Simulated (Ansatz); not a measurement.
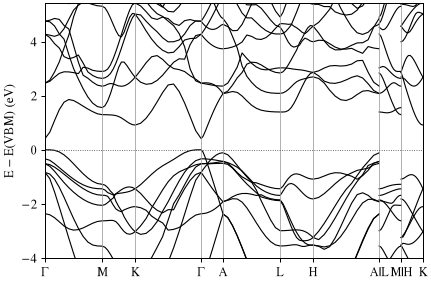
*Band structure from r²SCAN (plane waves, PAW; program Ansatz)*

The gap is 0.41 eV; an edge lies off the plotted path or next to a special point (maximum on the Γ–M line, 4 % of the way from Γ, minimum at Γ).

**Question.** Which of these materials gives this?
(A) C, P6_222 (C on 3c)
(B) InP, P6_422 (In on 3c, P on 3d)
(C) Te2Mo, P6_3/mmc (Te on 4f, Mo on 2c)
(D) WSe2, P6_3/mmc (W on 2c, Se on 4f)

**Answer.** B, InP, P6_422 (In on 3c, P on 3d)

The start of the workflow was typed in or built on a structure type; neither database checked (COD, Materials Project) lists it. It is not the phase usual at ambient conditions (space group No. 216). The cell was relaxed with r²SCAN under the symmetry of its start; its stability against distortions is not shown here. Spin–orbit coupling is left out wherever it is not named.

Potentials: the earlier of the program's two PAW sets.
